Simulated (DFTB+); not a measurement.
Run report: SiH4SO3, geometry relaxation (part 3 of 4)

The same run, continued: SiH4SO3, SMILES O[Si](O)(O)S; GFN1-xTB, R-SCC, dispersion built in (DFTB+ 25.1). The geometry comes from this level: PBE0-D4/def2-TZVP.

Geometry of the input (Å):
```
O  -1.1349  1.0013  -0.5000
Si -0.0274  -0.0955  -0.0262
O  0.9258  -0.3604  -1.3222
O  -0.6194  -1.5525  0.4174
S  0.9390  0.6962  1.6911
H  -1.3754  0.9816  -1.4289
H  1.5595  -1.0771  -1.2649
H  -1.1513  -1.5868  1.2142
H  0.9726  1.9468  1.2024
```

**The program's output, continued**
```
 iSCC Total electronic   Diff electronic      SCC error
    1   -0.22206381E+02    0.00000000E+00    0.83625151E-03
    2   -0.22206381E+02    0.27525331E-03    0.53646203E-03
    3   -0.22206381E+02   -0.22208489E-06    0.28956661E-03
    4   -0.22206381E+02   -0.83444498E-07    0.11363775E-03
    5   -0.22206381E+02   -0.58074789E-09    0.22633906E-04
    6   -0.22206381E+02   -0.12902923E-08    0.63602201E-05

Total Energy:                      -22.0675118221 H         -600.4875 eV
Extrapolated to 0K:                -22.0675118221 H         -600.4875 eV
Total Mermin free energy:          -22.0675118221 H         -600.4875 eV
Force related energy:              -22.0675118221 H         -600.4875 eV

total energy  -2.2067512E+01 H       energy change -3.7156847E-05 H
gradient norm  4.8893707E-03 H/a0    max. gradient  1.9972442E-03 H/a0
step length    3.8841489E-02 a0      max. step      1.6846160E-02 a0

--------------------------------------------------------------------------------

***  Geometry step: 30

 iSCC Total electronic   Diff electronic      SCC error
    1   -0.22206476E+02    0.00000000E+00    0.95454001E-03
    2   -0.22206476E+02   -0.95138826E-04    0.72828760E-03
    3   -0.22206476E+02   -0.49566623E-07    0.28847236E-03
    4   -0.22206476E+02   -0.17080033E-07    0.88400638E-04
    5   -0.22206476E+02   -0.11289103E-09    0.24397836E-04
    6   -0.22206476E+02   -0.16215473E-08    0.47581074E-05

Total Energy:                      -22.0675412818 H         -600.4884 eV
Extrapolated to 0K:                -22.0675412818 H         -600.4884 eV
Total Mermin free energy:          -22.0675412818 H         -600.4884 eV
Force related energy:              -22.0675412818 H         -600.4884 eV

total energy  -2.2067541E+01 H       energy change -2.9459735E-05 H
gradient norm  3.3663302E-03 H/a0    max. gradient  1.6969722E-03 H/a0
step length    4.0326726E-02 a0      max. step      1.6873910E-02 a0

--------------------------------------------------------------------------------

***  Geometry step: 31

 iSCC Total electronic   Diff electronic      SCC error
    1   -0.22206533E+02    0.00000000E+00    0.15267879E-02
    2   -0.22206533E+02   -0.56762164E-04    0.72289951E-03
    3   -0.22206533E+02   -0.24941989E-06    0.33743386E-03
    4   -0.22206533E+02   -0.68790118E-07    0.16590667E-03
    5   -0.22206533E+02    0.76145312E-10    0.23476826E-04
    6   -0.22206533E+02   -0.21633646E-08    0.36668967E-05

Total Energy:                      -22.0675596617 H         -600.4889 eV
Extrapolated to 0K:                -22.0675596617 H         -600.4889 eV
Total Mermin free energy:          -22.0675596617 H         -600.4889 eV
Force related energy:              -22.0675596617 H         -600.4889 eV

total energy  -2.2067560E+01 H       energy change -1.8379876E-05 H
gradient norm  2.4910055E-03 H/a0    max. gradient  1.2744666E-03 H/a0
step length    4.6044130E-02 a0      max. step      2.0298096E-02 a0

--------------------------------------------------------------------------------

***  Geometry step: 32

 iSCC Total electronic   Diff electronic      SCC error
    1   -0.22206806E+02    0.00000000E+00    0.16186308E-02
    2   -0.22206806E+02   -0.27250850E-03    0.78628033E-03
    3   -0.22206806E+02   -0.30073745E-06    0.18814840E-03
    4   -0.22206806E+02   -0.91803521E-07    0.14306327E-03
    5   -0.22206806E+02   -0.87285201E-09    0.20154856E-04
    6   -0.22206806E+02   -0.51447557E-09    0.21184060E-05

Total Energy:                      -22.0675691579 H         -600.4891 eV
Extrapolated to 0K:                -22.0675691579 H         -600.4891 eV
Total Mermin free energy:          -22.0675691579 H         -600.4891 eV
Force related energy:              -22.0675691579 H         -600.4891 eV

total energy  -2.2067569E+01 H       energy change -9.4962021E-06 H
gradient norm  2.0025433E-03 H/a0    max. gradient  8.5453348E-04 H/a0
step length    2.6778624E-02 a0      max. step      1.2520911E-02 a0

Geometry converged

--------------------------------------------------------------------------------
--------------------------------------------------------------------------------
Pre-SCC initialisation                 +       0.06 ( 16.9%)       0.06 (  9.6%)
SCC                                    +       0.19 ( 51.7%)       0.48 ( 72.8%)
Post-SCC processing                    +       0.12 ( 31.1%)       0.12 ( 17.5%)
--------------------------------------------------------------------------------
Missing                                +       0.00 (  0.3%)       0.00 (  0.2%)
Total                                  =       0.38 (100.0%)       0.66 (100.0%)
--------------------------------------------------------------------------------
```

**File detailed.out**
```
Fermi distribution function

Geometry optimization step: 32

********************************************************************************
 iSCC Total electronic   Diff electronic      SCC error
    6   -0.22206806E+02   -0.51447557E-09    0.21184060E-05
********************************************************************************

 Total charge:    -0.00000000

 Atomic gross charges (e)
 Atom           Charge
    1      -0.51298567
    2       0.58864225
    3      -0.51427124
    4      -0.50659824
    5      -0.23226129
    6       0.34965090
    7       0.34800682
    8       0.34993715
    9       0.12987932

Nr. of electrons (up):     32.00000000
Atom populations (up)
 Atom       Population
    1       6.51298567
    2       3.41135775
    3       6.51427124
    4       6.50659824
    5       6.23226129
    6       0.65034910
    7       0.65199318
    8       0.65006285
    9       0.87012068

l-shell populations (up)
 Atom Sh.   l       Population
    1   1   0       1.60955636
    1   2   1       4.90342931
    2   1   0       0.77004820
    2   2   1       1.33376908
    2   3   2       1.30754047
    3   1   0       1.61387802
    3   2   1       4.90039322
    4   1   0       1.61499904
    4   2   1       4.89159920
    5   1   0       1.88727222
    5   2   1       4.35984126
    5   3   2      -0.01485219
    6   1   0       0.63011442
    6   2   0       0.02023468
    7   1   0       0.63075973
    7   2   0       0.02123345
    8   1   0       0.62881933
    8   2   0       0.02124352
    9   1   0       0.85366476
    9   2   0       0.01645592

Orbital populations (up)
 Atom Sh.   l   m       Population  Label
    1   1   0   0       1.60955636  s
    1   2   1  -1       1.63752208  p_y
    1   2   1   0       1.61693597  p_z
    1   2   1   1       1.64897126  p_x
    2   1   0   0       0.77004820  s
    2   2   1  -1       0.42979192  p_y
    2   2   1   0       0.46018750  p_z
    2   2   1   1       0.44378966  p_x
    2   3   2  -2       0.27400748  d_xy
    2   3   2  -1       0.24637706  d_yz
    2   3   2   0       0.25661897  d_z2
    2   3   2   1       0.29473009  d_xz
    2   3   2   2       0.23580688  d_x2-y2
    3   1   0   0       1.61387802  s
    3   2   1  -1       1.68313648  p_y
    3   2   1   0       1.67321527  p_z
    3   2   1   1       1.54404147  p_x
    4   1   0   0       1.61499904  s
    4   2   1  -1       1.60378024  p_y
    4   2   1   0       1.63219243  p_z
    4   2   1   1       1.65562653  p_x
    5   1   0   0       1.88727222  s
    5   2   1  -1       1.22049939  p_y
    5   2   1   0       1.41733903  p_z
    5   2   1   1       1.72200284  p_x
    5   3   2  -2      -0.00235640  d_xy
    5   3   2  -1      -0.00278978  d_yz
    5   3   2   0      -0.00667460  d_z2
    5   3   2   1      -0.00198350  d_xz
    5   3   2   2      -0.00104792  d_x2-y2
    6   1   0   0       0.63011442  s
    6   2   0   0       0.02023468  s2
    7   1   0   0       0.63075973  s
    7   2   0   0       0.02123345  s2
    8   1   0   0       0.62881933  s
    8   2   0   0       0.02124352  s2
    9   1   0   0       0.85366476  s
    9   2   0   0       0.01645592  s2

Fermi level:                        -0.2509443817 H           -6.8285 eV
Band energy:                       -18.3072278655 H         -498.1650 eV
TS:                                  0.0000000000 H            0.0000 eV
Band free energy (E-TS):           -18.3072278655 H         -498.1650 eV
Extrapolated E(0K):                -18.3072278655 H         -498.1650 eV
Input / Output electrons (q):     32.0000000000     32.0000000000

Energy H0:                         -22.3259637645 H         -607.5204 eV
Energy SCC:                          0.1191575200 H            3.2424 eV
Total Electronic energy:           -22.2068062445 H         -604.2779 eV
Repulsive energy:                    0.1422592061 H            3.8711 eV
Halogen correction energy:           0.0000000000 H            0.0000 eV
Total energy:                      -22.0675691579 H         -600.4891 eV
Extrapolated to 0:                 -22.0675691579 H         -600.4891 eV
Total Mermin free energy:          -22.0675691579 H         -600.4891 eV
Force related energy:              -22.0675691579 H         -600.4891 eV

Non-constrained calculation

SCC converged

Full geometry written in geo_end.{xyz|gen}

Total Forces
    1     -0.000575220908     -0.000854533481      0.000698614720
    2     -0.000383127066      0.000218652634     -0.000433782034
    3     -0.000241309542     -0.000281179131      0.000102239899
    4      0.000289657365      0.000761542416     -0.000242258068
    5      0.000112939412     -0.000002513267     -0.000232708857
    6     -0.000283618673      0.000245030768     -0.000201617280
    7      0.000572321516     -0.000184149198      0.000355558133
    8      0.000016711857      0.000068708344     -0.000357278028
    9      0.000491646039      0.000028440915      0.000311231515

Maximal derivative component:        0.854533E-03 au

Dipole moment:   -0.25013443   -0.13469509   -0.66393988 au
Dipole moment:   -0.63577836   -0.34236080   -1.68756698 Debye

Geometry converged
```

**Trajectory as extended XYZ (Å, eV, eV/Å), 21 of the 33 frames kept, from step=0 to step=32**
```
9
Properties=species:S:1:pos:R:3 step=0 energy=-600.09850
O    -1.1349    1.0013   -0.5000
Si   -0.0274   -0.0955   -0.0262
O     0.9258   -0.3604   -1.3222
O    -0.6194   -1.5525    0.4174
S     0.9390    0.6962    1.6911
H    -1.3754    0.9816   -1.4289
H     1.5595   -1.0771   -1.2649
H    -1.1513   -1.5868    1.2142
H     0.9726    1.9468    1.2024
9
Properties=species:S:1:pos:R:3 step=2 energy=-600.15558
O    -1.1364    0.9963   -0.5164
Si   -0.0189   -0.0847   -0.0106
O     0.9344   -0.3730   -1.3169
O    -0.6263   -1.5465    0.4315
S     0.9361    0.7115    1.6805
H    -1.3866    0.9952   -1.4278
H     1.5655   -1.0751   -1.2808
H    -1.1547   -1.6042    1.2122
H     0.9753    1.9342    1.2110
9
Properties=species:S:1:pos:R:3 step=3 energy=-600.19064
O    -1.1344    0.9892   -0.5283
Si   -0.0119   -0.0761    0.0004
O     0.9384   -0.3827   -1.3070
O    -0.6290   -1.5354    0.4426
S     0.9344    0.7223    1.6756
H    -1.4027    1.0121   -1.4338
H     1.5778   -1.0779   -1.3004
H    -1.1632   -1.6266    1.2158
H     0.9791    1.9288    1.2178
9
Properties=species:S:1:pos:R:3 step=5 energy=-600.31627
O    -1.1214    0.9566   -0.5839
Si    0.0063   -0.0529    0.0245
O     0.9585   -0.4288   -1.2537
O    -0.6408   -1.4776    0.5004
S     0.9339    0.7467    1.6854
H    -1.4811    1.0944   -1.4616
H     1.6368   -1.0902   -1.3965
H    -1.2041   -1.7368    1.2320
H     1.0005    1.9422    1.2364
9
Properties=species:S:1:pos:R:3 step=6 energy=-600.37041
O    -1.1168    0.9467   -0.6074
Si    0.0054   -0.0529    0.0214
O     0.9706   -0.4488   -1.2336
O    -0.6486   -1.4582    0.5276
S     0.9365    0.7491    1.7008
H    -1.5084    1.1246   -1.4672
H     1.6555   -1.0912   -1.4315
H    -1.2158   -1.7765    1.2336
H     1.0102    1.9606    1.2392
9
Properties=species:S:1:pos:R:3 step=8 energy=-600.42182
O    -1.1111    0.9379   -0.6425
Si   -0.0052   -0.0652    0.0090
O     0.9946   -0.4789   -1.2091
O    -0.6647   -1.4390    0.5687
S     0.9389    0.7574    1.7213
H    -1.5388    1.1630   -1.4642
H     1.6748   -1.0870   -1.4743
H    -1.2264   -1.8251    1.2305
H     1.0264    1.9902    1.2436
9
Properties=species:S:1:pos:R:3 step=10 energy=-600.44387
O    -1.0990    0.9262   -0.6749
Si   -0.0139   -0.0789    0.0065
O     1.0184   -0.5085   -1.1820
O    -0.6848   -1.4253    0.6065
S     0.9294    0.7828    1.7135
H    -1.5658    1.2037   -1.4535
H     1.6948   -1.0811   -1.5160
H    -1.2370   -1.8748    1.2274
H     1.0466    2.0094    1.2555
9
Properties=species:S:1:pos:R:3 step=11 energy=-600.45195
O    -1.0914    0.9205   -0.6841
Si   -0.0172   -0.0868    0.0057
O     1.0266   -0.5192   -1.1703
O    -0.6940   -1.4237    0.6172
S     0.9195    0.7937    1.7007
H    -1.5715    1.2179   -1.4432
H     1.6998   -1.0764   -1.5280
H    -1.2398   -1.8915    1.2254
H     1.0565    2.0190    1.2596
9
Properties=species:S:1:pos:R:3 step=13 energy=-600.45937
O    -1.0799    0.9111   -0.6891
Si   -0.0184   -0.0960    0.0050
O     1.0321   -0.5309   -1.1545
O    -0.7043   -1.4243    0.6211
S     0.9012    0.8027    1.6804
H    -1.5734    1.2334   -1.4255
H     1.7037   -1.0692   -1.5372
H    -1.2427   -1.9091    1.2234
H     1.0702    2.0357    1.2594
9
Properties=species:S:1:pos:R:3 step=14 energy=-600.46080
O    -1.0798    0.9100   -0.6878
Si   -0.0174   -0.0954    0.0051
O     1.0310   -0.5314   -1.1537
O    -0.7043   -1.4245    0.6189
S     0.9002    0.8024    1.6817
H    -1.5735    1.2345   -1.4250
H     1.7044   -1.0694   -1.5371
H    -1.2429   -1.9097    1.2235
H     1.0708    2.0370    1.2572
9
Properties=species:S:1:pos:R:3 step=16 energy=-600.46507
O    -1.0822    0.9071   -0.6771
Si   -0.0140   -0.0950    0.0071
O     1.0253   -0.5325   -1.1549
O    -0.7045   -1.4313    0.6024
S     0.8957    0.8055    1.6901
H    -1.5692    1.2366   -1.4198
H     1.7060   -1.0704   -1.5305
H    -1.2410   -1.9054    1.2226
H     1.0724    2.0389    1.2429
9
Properties=species:S:1:pos:R:3 step=18 energy=-600.47162
O    -1.0843    0.8994   -0.6652
Si   -0.0123   -0.1033    0.0139
O     1.0250   -0.5463   -1.1497
O    -0.7147   -1.4468    0.5799
S     0.8781    0.8295    1.6984
H    -1.5660    1.2568   -1.3982
H     1.7167   -1.0692   -1.5280
H    -1.2387   -1.9119    1.2168
H     1.0846    2.0454    1.2147
9
Properties=species:S:1:pos:R:3 step=19 energy=-600.47313
O    -1.0844    0.8975   -0.6653
Si   -0.0132   -0.1067    0.0158
O     1.0281   -0.5516   -1.1466
O    -0.7186   -1.4502    0.5785
S     0.8722    0.8383    1.6980
H    -1.5667    1.2652   -1.3908
H     1.7208   -1.0682   -1.5296
H    -1.2387   -1.9171    1.2147
H     1.0889    2.0462    1.2079
9
Properties=species:S:1:pos:R:3 step=21 energy=-600.47517
O    -1.0844    0.8951   -0.6686
Si   -0.0152   -0.1098    0.0169
O     1.0353   -0.5576   -1.1394
O    -0.7217   -1.4516    0.5831
S     0.8630    0.8472    1.6953
H    -1.5696    1.2801   -1.3802
H     1.7268   -1.0659   -1.5323
H    -1.2400   -1.9274    1.2115
H     1.0942    2.0435    1.1959
9
Properties=species:S:1:pos:R:3 step=22 energy=-600.47784
O    -1.0849    0.8914   -0.6720
Si   -0.0173   -0.1127    0.0174
O     1.0442   -0.5635   -1.1289
O    -0.7233   -1.4523    0.5894
S     0.8503    0.8556    1.6936
H    -1.5735    1.3008   -1.3663
H     1.7346   -1.0630   -1.5336
H    -1.2416   -1.9404    1.2072
H     1.1002    2.0377    1.1754
9
Properties=species:S:1:pos:R:3 step=24 energy=-600.48377
O    -1.0903    0.8822   -0.6754
Si   -0.0216   -0.1174    0.0174
O     1.0626   -0.5683   -1.1032
O    -0.7191   -1.4539    0.6003
S     0.8177    0.8683    1.6947
H    -1.5789    1.3519   -1.3297
H     1.7517   -1.0558   -1.5242
H    -1.2438   -1.9651    1.1948
H     1.1109    2.0112    1.1068
9
Properties=species:S:1:pos:R:3 step=26 energy=-600.48551
O    -1.0916    0.8799   -0.6725
Si   -0.0213   -0.1148    0.0181
O     1.0572   -0.5567   -1.1065
O    -0.7130   -1.4528    0.5967
S     0.8231    0.8608    1.6984
H    -1.5762    1.3471   -1.3337
H     1.7475   -1.0562   -1.5139
H    -1.2425   -1.9563    1.1943
H     1.1061    2.0022    1.1007
9
Properties=species:S:1:pos:R:3 step=27 energy=-600.48586
O    -1.0914    0.8777   -0.6727
Si   -0.0214   -0.1152    0.0194
O     1.0563   -0.5546   -1.1069
O    -0.7133   -1.4534    0.5955
S     0.8243    0.8607    1.6992
H    -1.5763    1.3478   -1.3339
H     1.7471   -1.0559   -1.5121
H    -1.2427   -1.9560    1.1940
H     1.1065    2.0019    1.0992
9
Properties=species:S:1:pos:R:3 step=29 energy=-600.48759
O    -1.0922    0.8672   -0.6791
Si   -0.0227   -0.1178    0.0259
O     1.0558   -0.5420   -1.1079
O    -0.7160   -1.4584    0.5928
S     0.8292    0.8621    1.6999
H    -1.5766    1.3542   -1.3299
H     1.7464   -1.0529   -1.5012
H    -1.2460   -1.9583    1.1927
H     1.1112    1.9989    1.0883
9
Properties=species:S:1:pos:R:3 step=30 energy=-600.48839
O    -1.0932    0.8610   -0.6851
Si   -0.0245   -0.1198    0.0279
O     1.0584   -0.5362   -1.1056
O    -0.7183   -1.4614    0.5946
S     0.8295    0.8651    1.6981
H    -1.5774    1.3621   -1.3236
H     1.7478   -1.0501   -1.4958
H    -1.2491   -1.9640    1.1914
H     1.1158    1.9964    1.0794
9
Properties=species:S:1:pos:R:3 step=32 energy=-600.48915
O    -1.0959    0.8532   -0.6919
Si   -0.0281   -0.1227    0.0272
O     1.0645   -0.5335   -1.0980
O    -0.7212   -1.4650    0.5980
S     0.8238    0.8727    1.6945
H    -1.5783    1.3779   -1.3091
H     1.7533   -1.0460   -1.4899
H    -1.2531   -1.9755    1.1881
H     1.1242    1.9918    1.0620
```

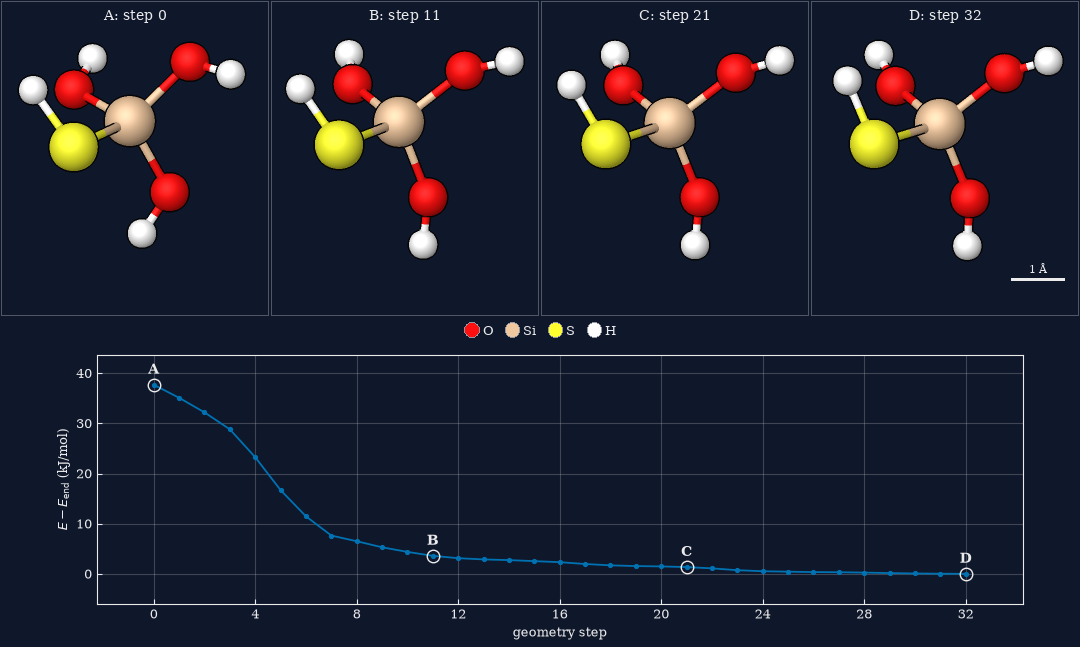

Fig. 1: Frames of the relaxation (ball-and-stick view, seen at an oblique angle) above the curves, on which the letters mark them (steps are counted from 0).

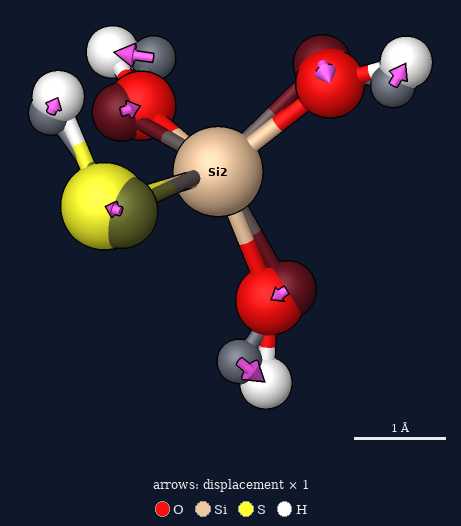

Fig. 2: Start (faint) and end (solid) with the displacements as pink arrows, at true length (ball-and-stick view, seen at an oblique angle). The two geometries are laid on each other by the best rigid fit. After 32 geometry steps the energy has fallen by 37.7 kJ/mol. The atom that moves furthest after the best rigid fit is H6 (0.47 Å). Largest moves by element: H 0.47 Å, O 0.31 Å, S 0.21 Å, Si 0.06 Å. Among the contacts that change: S5–H9 1.343 → 1.320 Å, Si2–O4 1.634 → 1.615 Å, O1–H6 0.960 → 0.943 Å, O1–Si2 1.629 → 1.615 Å. Among the angles that change: Si2–O1–H6 116.0° → 165.0°, Si2–O3–H7 117.4° → 156.6°, Si2–O4–H8 117.3° → 155.8°. (Atoms are counted from 1 in the order of the input.)
